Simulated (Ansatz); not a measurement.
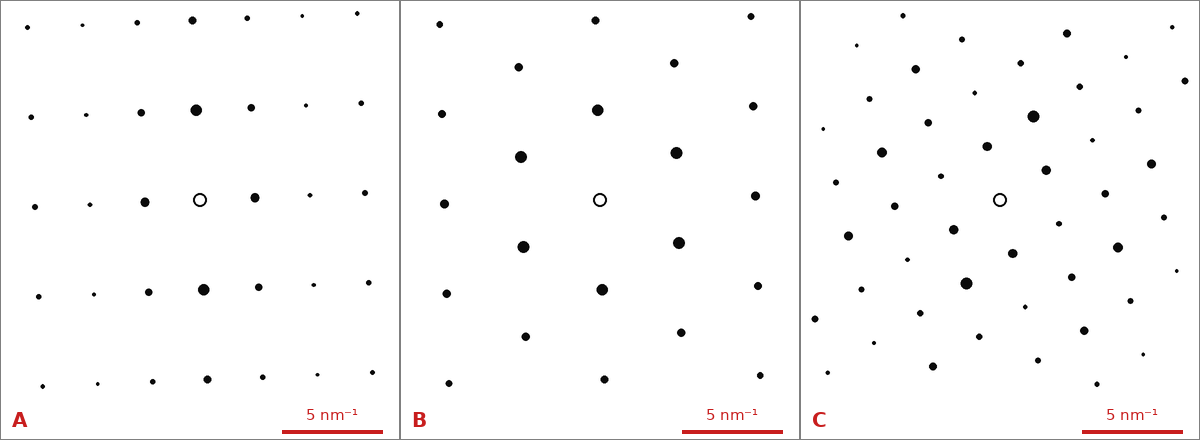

Computed electron diffraction patterns, 120 kV, single scattering only, B = 0.5 Å².

All three come from SnGe₂, space group Fm-3m (No. 225), a = 6.298 Å. Structure: the end point of a relaxation (final pressure about 12 GPa) with DFT LDA, scalar-relativistic, plane waves, PAW in Ansatz 0.2.0; the starting structure was generated, so it need not be a known form of this composition.

### Assign the zone axes [110], [111], [211] to A, B and C.

A is [211]: rectangular net of -1 1 1 at d = 3.64 Å and 0 -2 2 at d = 2.23 Å, at 90.0°. B is [111]: hexagonal net of -2 2 0 at d = 2.23 Å and -2 0 2 at d = 2.23 Å, at 60.0°. C is [110]: centred rectangular net of -1 1 -1 at d = 3.64 Å and -1 1 1 at d = 3.64 Å, at 70.5°.
